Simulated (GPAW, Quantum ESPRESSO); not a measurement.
# Core-hole calculation of the O K edge in Ti6O (P-31m)

Aim: the O K edge of Ti6O (P-31m) by two routes, a Lanczos recursion (XSpectra) and a sum over empty bands (GPAW), to see which features are robust.

Main program and level: Quantum ESPRESSO 7.5; core-hole supercells, plane-wave PAW LDA (first program; GPAW 26.7.0 follows as the second).

**1. The structure**

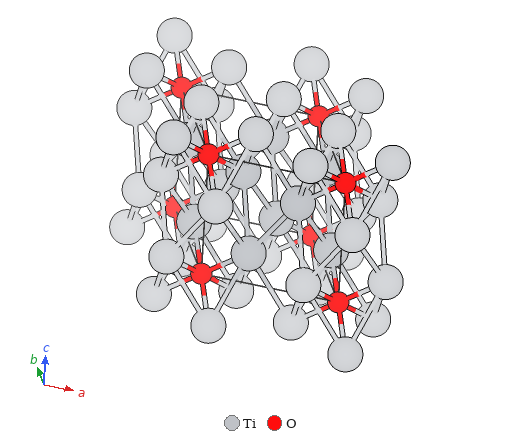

Start, viewed from a free direction; titanium light grey, oxygen red. Some periodic images of atoms are drawn too.

Coordinates:

```cif
data_structure
_symmetry_space_group_name_H-M 'P 1'
_symmetry_Int_Tables_number 1
_cell_length_a 5.1300
_cell_length_b 5.1300
_cell_length_c 4.7400
_cell_angle_alpha 90.000
_cell_angle_beta 90.000
_cell_angle_gamma 120.000
_cell_volume 108.03
loop_
_atom_site_label
_atom_site_type_symbol
_atom_site_fract_x
_atom_site_fract_y
_atom_site_fract_z
_atom_site_occupancy
Ti1 Ti 0.33300 0.33300 0.75000 1
Ti2 Ti 0.66700 0.00000 0.75000 1
Ti3 Ti 0.00000 0.66700 0.75000 1
Ti4 Ti 0.66700 0.66700 0.25000 1
Ti5 Ti 0.00000 0.33300 0.25000 1
Ti6 Ti 0.33300 0.00000 0.25000 1
O7 O 0.00000 0.00000 0.00000 1
```

**2. Ground state of the crystal (Quantum ESPRESSO)**

A plain self-consistent run shows whether there is a gap, which decides the set-up of the core-hole run.

The PAW data sets are made with ld1.x, with reconstruction data.

Contents of scf.in:

```
&control
   calculation='scf', prefix='x', pseudo_dir='../pp', outdir='tmp', tprnfor=.true.
/
&system
   ibrav=0, nat=7, ntyp=2, nbnd=48
   ecutwfc=52, ecutrho=560
   occupations='smearing', smearing='mv', degauss=0.015
/
&electrons
   conv_thr=7.0e-08, electron_maxstep=120
   mixing_beta=0.5
/
ATOMIC_SPECIES
Ti 1.0 Ti.lda-spn-kjpaw.UPF
O3 1.0 O.lda-n-kjpaw.UPF
CELL_PARAMETERS angstrom
  5.13000000 0.00000000 0.00000000
  -2.56500000 4.44271032 0.00000000
  0.00000000 0.00000000 4.74000000
ATOMIC_POSITIONS crystal
Ti   0.33300000 0.33300000 0.75000000
Ti   0.66700000 0.00000000 0.75000000
Ti   0.00000000 0.66700000 0.75000000
Ti   0.66700000 0.66700000 0.25000000
Ti   0.00000000 0.33300000 0.25000000
Ti   0.33300000 0.00000000 0.25000000
O3   0.00000000 0.00000000 0.00000000
K_POINTS automatic
6 6 6 0 0 0
```

Started as:

```sh
$ OMP_NUM_THREADS=1 mpirun --oversubscribe --bind-to none -np 8 pw.x -nk 8 -in scf.in > scf.out
```

The program printed:

```text
     [... banner and references ...]
using ibrav=0 with symmetry is DISCOURAGED, use correct ibrav instead

     G-vector sticks info
     --------------------

     Using Slab Decomposition

     bravais-lattice index     =            0
     lattice parameter (alat)  =       9.6943  a.u.
     unit-cell volume          =     729.0214 (a.u.)^3
     number of atoms/cell      =            7
     number of atomic types    =            2
     number of electrons       =        78.00
     number of Kohn-Sham states=           48
     kinetic-energy cutoff     =      52.0000  Ry
     charge density cutoff     =     560.0000  Ry
     scf convergence threshold =      7.0E-08
     mixing beta               =       0.5000
     number of iterations used =            8  plain     mixing
     Exchange-correlation= SLA  PZ   NOGX NOGC
                           (   1   1   0   0   0   0   0)

     celldm(1)=   9.694295  celldm(2)=   0.000000  celldm(3)=   0.000000
     celldm(4)=   0.000000  celldm(5)=   0.000000  celldm(6)=   0.000000

     crystal axes: (cart. coord. in units of alat)
               a(1) = (   1.000000   0.000000   0.000000 )
               a(2) = (  -0.500000   0.866025   0.000000 )
               a(3) = (   0.000000   0.000000   0.923977 )

     reciprocal axes: (cart. coord. in units 2 pi/alat)
               b(1) = (  1.000000  0.577350 -0.000000 )
               b(2) = (  0.000000  1.154701  0.000000 )
               b(3) = (  0.000000 -0.000000  1.082278 )

     PseudoPot. #1 for Ti:     Pseudo is Projector augmented-wave + core cor, Zval = 12.0

     ../pp/O.lda-n-kjpaw.UPF
     Pseudo is Projector augmented-wave + core cor, Zval =  6.0
     Shape of augmentation charge: PSQ
     Using radial grid of 1095 points,  4 beta functions with:
                l(1) =   0
                l(2) =   0
                l(3) =   1
                l(4) =   1
     Q(r) pseudized with 0 coefficients

     atomic species   valence    mass     pseudopotential
     Ti               12.00     1.00000     Ti( 1.00)
     O3                6.00     1.00000     O ( 1.00)

     12 Sym. Ops., with inversion, found

   Cartesian axes

     site n.     atom                  positions (alat units)
         1        Ti     tau(   1) = (   0.1665000   0.2883865   0.6929825  )
         2        Ti     tau(   2) = (   0.6670000   0.0000000   0.6929825  )
         3        Ti     tau(   3) = (  -0.3335000   0.5776389   0.6929825  )
         4        Ti     tau(   4) = (   0.3335000   0.5776389   0.2309942  )
         5        Ti     tau(   5) = (  -0.1665000   0.2883865   0.2309942  )
         6        Ti     tau(   6) = (   0.3330000   0.0000000   0.2309942  )
         7        O3     tau(   7) = (   0.0000000   0.0000000   0.0000000  )

     number of k points=    34  Marzari-Vanderbilt smearing, width (Ry)=  0.0150
                       cart. coord. in units 2pi/alat
        k(    1) = (   0.0000000   0.0000000   0.0000000), wk =   0.0092593
        k(    2) = (   0.0000000   0.0000000   0.1803797), wk =   0.0185185
        k(    3) = (   0.0000000   0.0000000   0.3607595), wk =   0.0185185
        k(    4) = (   0.0000000   0.0000000  -0.5411392), wk =   0.0092593
        k(    5) = (   0.0000000   0.1924501   0.0000000), wk =   0.0555556
[...]
k(   32) = (  -0.1666667  -0.4811252   0.3607595), wk =   0.1111111
        k(   33) = (  -0.3333333  -0.5773503   0.1803797), wk =   0.0185185
        k(   34) = (  -0.3333333  -0.5773503   0.3607595), wk =   0.0185185

     Dense  grid:   163201 G-vectors     FFT dimensions: (  75,  75,  72)

     Smooth grid:    36941 G-vectors     FFT dimensions: (  45,  45,  45)

     Initial potential from superposition of free atoms

     starting charge      77.9925, renormalised to      78.0000
     Starting wfcs are   64 randomized atomic wfcs
     Checking if some PAW data can be deallocated...

     per-process dynamical memory:   111.4 Mb

     Self-consistent Calculation

     iteration #  1     ecut=    52.00 Ry     beta= 0.50
     Davidson diagonalization with overlap
     ethr =  1.00E-02,  avg # of iterations =  2.4

     Threshold (ethr) on eigenvalues was too large:
     Diagonalizing with lowered threshold

     Davidson diagonalization with overlap
     ethr =  6.49E-04,  avg # of iterations =  4.2

     total energy              =   -1120.75034086 Ry
     estimated scf accuracy    <       0.52824014 Ry

     iteration #  2     ecut=    52.00 Ry     beta= 0.50
     Davidson diagonalization with overlap
     ethr =  6.77E-04,  avg # of iterations =  5.6

     total energy              =   -1120.84829031 Ry
     estimated scf accuracy    <       0.41711966 Ry

     iteration #  3     ecut=    52.00 Ry     beta= 0.50
     Davidson diagonalization with overlap
     ethr =  5.35E-04,  avg # of iterations =  5.6

     total energy              =   -1120.93908810 Ry
     estimated scf accuracy    <       0.01944371 Ry

     iteration #  4     ecut=    52.00 Ry     beta= 0.50
     Davidson diagonalization with overlap
     ethr =  2.49E-05,  avg # of iterations =  5.8

     total energy              =   -1120.94198461 Ry
     estimated scf accuracy    <       0.00146205 Ry

     iteration #  5     ecut=    52.00 Ry     beta= 0.50
     Davidson diagonalization with overlap
     ethr =  1.87E-06,  avg # of iterations = 10.0

     total energy              =   -1120.94231552 Ry
     estimated scf accuracy    <       0.00021534 Ry

     iteration #  6     ecut=    52.00 Ry     beta= 0.50
     Davidson diagonalization with overlap
     ethr =  2.76E-07,  avg # of iterations =  4.1

     total energy              =   -1120.94231367 Ry
     estimated scf accuracy    <       0.00006512 Ry

     iteration #  7     ecut=    52.00 Ry     beta= 0.50
     Davidson diagonalization with overlap
     ethr =  8.35E-08,  avg # of iterations =  6.1

     total energy              =   -1120.94233687 Ry
     estimated scf accuracy    <       0.00001716 Ry

     iteration #  8     ecut=    52.00 Ry     beta= 0.50
     Davidson diagonalization with overlap
     ethr =  2.20E-08,  avg # of iterations =  5.4

     total energy              =   -1120.94234116 Ry
     estimated scf accuracy    <       0.00000091 Ry

     iteration #  9     ecut=    52.00 Ry     beta= 0.50
     Davidson diagonalization with overlap
     ethr =  1.17E-09,  avg # of iterations =  5.1

     End of self-consistent calculation

          k = 0.0000 0.0000 0.0000 (  4617 PWs)   bands (ev):

   -43.0246 -42.8997 -42.8841 -42.8841 -42.8815 -42.8815 -20.0191 -19.7406
   -19.6472 -19.6174 -19.6174 -19.5837 -19.5837 -19.5291 -19.5015 -19.5015
   -19.4993 -19.4993 -19.4456 -19.3048 -19.3048 -19.2507 -19.2181 -19.2181
    -7.1314   6.1512   6.2189   6.2189   7.9505  11.5136  11.7199  11.8129
    11.8750  11.8750  12.1515  12.2903  12.2903  13.3866  13.4354  13.4354
    13.8506  13.8506  13.9887  14.3854  14.3854  14.6994  14.7482  14.7482

     [... bands of 33 further k-points ...]

     the Fermi energy is    13.2422 ev

!    total energy              =   -1120.94234155 Ry
     total all-electron energy =    -10373.839937 Ry
     estimated scf accuracy    <          4.5E-09 Ry
     smearing contrib. (-TS)   =       0.00146146 Ry
     internal energy E=F+TS    =   -1120.94380301 Ry

     The total energy is F=E-TS. E is the sum of the following terms:
     one-electron contribution =    -244.70598357 Ry
     hartree contribution      =     155.86014741 Ry
     xc contribution           =    -117.49008861 Ry
     ewald contribution        =    -535.16780640 Ry
     one-center paw contrib.   =    -379.44007184 Ry

     convergence has been achieved in   9 iterations

     Forces acting on atoms (cartesian axes, Ry/au):

     atom    1 type  1   force =    -0.00492007   -0.00852182   -0.01307319
     atom    2 type  1   force =     0.00984015   -0.00000000   -0.01307319
     atom    3 type  1   force =    -0.00492007    0.00852182   -0.01307319
     atom    4 type  1   force =     0.00492007    0.00852182    0.01307319
     atom    5 type  1   force =     0.00492007   -0.00852182    0.01307319
     atom    6 type  1   force =    -0.00984015   -0.00000000    0.01307319
     atom    7 type  2   force =     0.00000000    0.00000000    0.00000000

     Total force =     0.040080     Total SCF correction =     0.000257

     XML data file, charge density, pseudopotentials, collected wavefunctions

=------------------------------------------------------------------------------=
   JOB DONE.
=------------------------------------------------------------------------------=
```

The job ended after 13 s (8 MPI ranks of AMD EPYC 9B45 (Zen 5), shared host; peak memory 0.22 GiB).

Absorbing atoms carry a label of their own (element plus a letter or digit), as the spectrum program needs them as separate species.

The mesh shows no gap, so the system is treated as a metal and the core electron is put at the Fermi level (neutral cell).

**3. Spectrum without a core hole, O atom 7 (Quantum ESPRESSO)**

This cheap baseline ignores the attraction of the hole: it shows the absorber's empty states as they are in the ground state.

The absorber has 6 Ti at 2.08 Å (octahedral, site symmetry -3m).

Contents of xspectra.in:

```
&input_xspectra
   calculation='xanes_dipole', edge='K'
   prefix='x', outdir='tmp', xiabs=2, xe0=13.2422
   xonly_plot=.false., x_save_file='xanes.sav'
   xniter=3000, xcheck_conv=20, xerror=0.005
   xcoordcrys=.false., xepsilon(1)=1, xepsilon(2)=0, xepsilon(3)=0
/
&plot
   xnepoint=413, xemin=-10, xemax=45, terminator=.true., cut_occ_states=.true.
   xgamma=0.4
/
&pseudos
   filecore='../O.wfc'
/
&cut_occ
   cut_desmooth=0.1, cut_stepl=0.05, cut_stepu=0.05, cut_ierror=1e-5
/
7 7 6 0 0 0
```

Started as:

```sh
$ OMP_NUM_THREADS=1 mpirun --oversubscribe --bind-to none -np 8 xspectra.x -nk 8 -in xspectra.in > xspectra.out
```

The program printed:

```text
     [... banner and references ...]
Reading input_file

     calculation: xanes_dipole

     xepsilon  [cartesian coordinates]:   1.000000   0.000000   0.000000

     xonly_plot: FALSE
        => complete calculation: Lanczos + spectrum plot

     filecore (core-wavefunction file): ../O.wfc

     main plot parameters:
        cut_occ_states: TRUE
        gamma_mode:  constant
        -> using xgamma [eV]:  0.40
        xemin [eV]: -10.00
        xemax [eV]:  45.00
        xnepoint:  413
        xe0 [eV]:  13.242200 (energy zero read in input file)

[...]
Results of STEP 1 successfully written in x_save_file
     x_save_file name:
     ->  xanes.sav
     x_save_file version:  2

     ... End STEP 1 ...

     ... Begin STEP 2 ...

     The spectrum is calculated using the following parameters:
        xe0 [eV]:   13.2422
        the occupied states are elimintate from the spectrum
        xemin [eV]: -10.00
        xemax [eV]:  45.00
        xnepoint:  413
        constant broadening parameter [eV]:    0.400
        Core level energy [eV]:  -543.1
         (from electron binding energy of neutral atoms in X-ray data booklet)

     Cross-section successfully written in xanes.dat

     ... End STEP 2 ...

                                END JOB XSpectra
```

Wall time 66 s (8 MPI ranks); peak memory 0.17 GiB; 8.8 min of CPU time.

The O K spectrum, O atom 7, no core hole (energy from the energy zero of the input (xe0, at the border of filled and empty states); intensity scaled to a mean of 1 over the first 20 eV; the points at xe0, where the cut of filled states can leave a spike, are interpolated; polarised curves are means over the symmetry-equivalent atoms):

```csv
E (eV),isotropic,ε ⊥ c,ε ∥ c
-2.0,0.06,0.07,0.06
-0.5,0.16,0.16,0.14
1.0,0.75,0.79,0.66
2.5,2.17,2.25,2.03
4.0,2.18,2.05,2.42
5.5,1.29,1.31,1.25
7.0,0.64,0.69,0.54
8.5,0.45,0.46,0.43
10.0,0.81,0.81,0.80
11.5,1.08,0.87,1.51
13.0,0.73,0.79,0.61
14.5,0.67,0.77,0.49
16.0,0.77,0.90,0.51
17.5,0.77,0.74,0.81
19.0,0.79,0.86,0.66
20.5,0.55,0.46,0.73
22.0,0.69,0.46,1.16
23.5,0.82,0.78,0.89
25.0,0.75,0.80,0.64
26.5,0.73,0.78,0.64
28.0,0.53,0.60,0.39
29.5,0.60,0.65,0.51
31.0,0.59,0.63,0.52
```

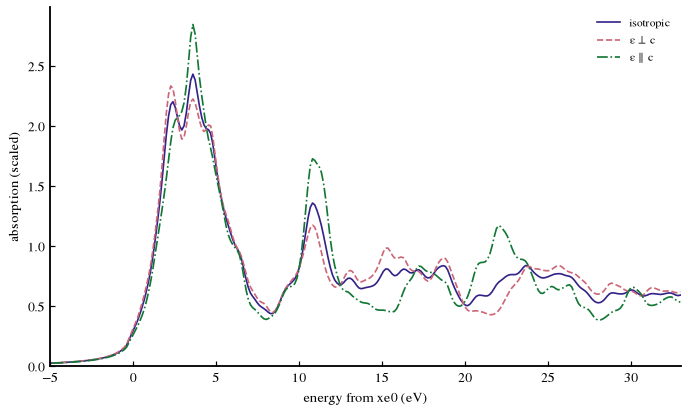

The O K edge, O atom 7, no core hole: main maxima at 2.4, 3.6 and 10.8 eV.

Main maxima below 24 eV (height): 2.4 eV (2.20), 3.6 eV (2.43), 10.8 eV (1.36), 15.2 eV (0.81), 18.7 eV (0.84) and 23.8 eV (0.84). A K edge sees empty p states; the first features are O p mixed into the empty d states of the Ti neighbours, and the broad ones above probably into the cations' higher empty bands.

**4. Another broadening**

The final state's lifetime shortens with energy, so measured features broaden above the edge; the saved Lanczos coefficients are redrawn with a width that grows.

Contents of xspectra_plot.in:

```
&input_xspectra
   calculation='xanes_dipole', edge='K'
   prefix='x', outdir='tmp', xiabs=2, xe0=13.2422
   xonly_plot=.true., x_save_file='xanes.sav'
   xniter=3000, xcheck_conv=20, xerror=0.005
   xcoordcrys=.false., xepsilon(1)=1, xepsilon(2)=0, xepsilon(3)=0
/
&plot
   xnepoint=413, xemin=-10, xemax=45, terminator=.true., cut_occ_states=.true.
   gamma_mode='variable', gamma_energy(1)=4, gamma_energy(2)=25, gamma_value(1)=0.3, gamma_value(2)=2.5
/
&pseudos
   filecore='../O.wfc'
/
&cut_occ
   cut_desmooth=0.1, cut_stepl=0.05, cut_stepu=0.05, cut_ierror=1e-5
/
7 7 6 0 0 0
```

Started as:

```sh
$ OMP_NUM_THREADS=1 xspectra.x -in xspectra_plot.in > xspectra_plot.out
```

The program printed:

```text
     [... banner and references ...]
Reading input_file
     -------------------------------------------------------------------------

     calculation: xanes_dipole

     xonly_plot: TRUE
        => only the spectrum plot

     main plot parameters:
        cut_occ_states: TRUE
        gamma_mode:  variable
        -> first, constant up to point ( 4.00, 0.30) [eV]
        -> then, linear up to point (25.00, 2.50) [eV]
        -> finally, constant up to xemax
        xemin [eV]: -10.00
        xemax [eV]:  45.00
        xnepoint:  413
[...]
xemin [eV]: -10.00
        xemax [eV]:  45.00
        xnepoint:  413
        energy-dependent broadening parameter:
         -> first, constant up to point ( 4.00, 0.30) [eV]
         -> then, linear up to point (25.00, 2.50) [eV]
         -> finally, constant up to xemax
        Core level energy [eV]:  -543.1
         (from electron binding energy of neutral atoms in X-ray data booklet)

     Cross-section successfully written in xanes.dat

     -------------------------------------------------------------------------
                                END JOB XSpectra
     -------------------------------------------------------------------------
[key lines of the parts left out:]
Fermi level [eV]:  13.6009
```

It took 5.9 s on 1 MPI rank; peak memory 0.05 GiB.

With a Lorentzian half width 0.3 eV up to 4 eV, rising linearly to 2.5 eV at 25 eV, the maxima are 2.4 eV (2.37), 3.6 eV (2.64) and 10.8 eV (1.00).

**5. Supercell without a hole, the energy reference (Quantum ESPRESSO)**

The photon energy needs a difference of total energies, so the cell and mesh of the coming hole run are first run without a hole.

Contents of scf.in:

```
&control
   calculation='scf', prefix='x', pseudo_dir='../pp', outdir='tmp', tprnfor=.true.
/
&system
   ibrav=0, nat=21, ntyp=2, nbnd=145
   ecutwfc=52, ecutrho=560
   occupations='smearing', smearing='mv', degauss=0.015
/
&electrons
   conv_thr=2.1e-07, electron_maxstep=120
   mixing_beta=0.5
/
ATOMIC_SPECIES
Ti 1.0 Ti.lda-spn-kjpaw.UPF
O 1.0 O.lda-n-kjpaw.UPF
CELL_PARAMETERS angstrom
  -2.56500000 4.44271032 4.74000000
  -2.56500000 -4.44271032 4.74000000
  5.13000000 0.00000000 4.74000000
ATOMIC_POSITIONS crystal
Ti   0.36100000 0.02800000 0.36100000
Ti   0.69433333 0.36133333 0.69433333
Ti   0.02766667 0.69466667 0.02766667
Ti   0.02766667 0.02766667 0.69466667
Ti   0.36100000 0.36100000 0.02800000
Ti   0.69433333 0.69433333 0.36133333
Ti   0.69466667 0.02766667 0.02766667
Ti   0.02800000 0.36100000 0.36100000
Ti   0.36133333 0.69433333 0.69433333
Ti   0.30566667 0.63866667 0.30566667
Ti   0.63900000 0.97200000 0.63900000
Ti   0.97233333 0.30533333 0.97233333
Ti   0.30533333 0.97233333 0.97233333
Ti   0.63866667 0.30566667 0.30566667
Ti   0.97200000 0.63900000 0.63900000
Ti   0.97233333 0.97233333 0.30533333
Ti   0.30566667 0.30566667 0.63866667
Ti   0.63900000 0.63900000 0.97200000
O    0.00000000 0.00000000 0.00000000
O    0.33333333 0.33333333 0.33333333
O    0.66666667 0.66666667 0.66666667
K_POINTS automatic
4 4 4 0 0 0
```

Started as:

```sh
$ OMP_NUM_THREADS=1 mpirun --oversubscribe --bind-to none -np 8 pw.x -nk 8 -in scf.in > scf.out
```

The program printed:

```text
     [... banner and references ...]
[banner, memory and clock lines left out]
Found identity + (  0.3333  0.3333  0.3333) symmetry
     This is a supercell, fractional translations are disabled
     using ibrav=0 with symmetry is DISCOURAGED, use correct ibrav instead

     G-vector sticks info

     bravais-lattice index     =            0
     lattice parameter (alat)  =      13.1990  a.u.
     unit-cell volume          =    2187.0643 (a.u.)^3
[...]
atom    1 type  1   force =    -0.00497104   -0.00861009   -0.01293484
     atom    2 type  1   force =    -0.00498577   -0.00863560   -0.01293427
     atom    3 type  1   force =    -0.00501320   -0.00868312   -0.01289834
[...]
atom   20 type  2   force =    -0.00000000    0.00000000    0.00010808
     atom   21 type  2   force =     0.00000000   -0.00000000   -0.00010808

     Total force =     0.069273     Total SCF correction =     0.000602

     XML data file, charge density, pseudopotentials, collected wavefunctions
[key lines of the parts left out:]
!    total energy              =   -3362.82689792 Ry
the Fermi energy is    13.2410 ev
convergence has been achieved in  12 iterations
```

The job ended after 86 s (8 MPI ranks; peak memory 0.61 GiB).

Reference energy: -423429.846 eV with the cores included.

(Part 1 of 5 ends here.)

[Banner, clock and machine lines of the logs are left out without a mark of their own.]

[Logs are printed without paths, hosts, clocks, repeated set-up lines and the standing remarks that a program may print on its own settings, such as how far it seeks lower states.]

[Hosts, paths, dates, database ids (printed as entryN), source tags and the programs' standing remarks are cut or masked in the printed files.]

[Lists of maxima count a maximum above −3 eV only where it reaches 4 % of the highest in the window and stands out from its surroundings by 2 % of it (1.5 % where it reaches 55 %); shoulders and weaker maxima are passed over, and of the rest the first, up to two pre-edge ones and the few strongest are named.]
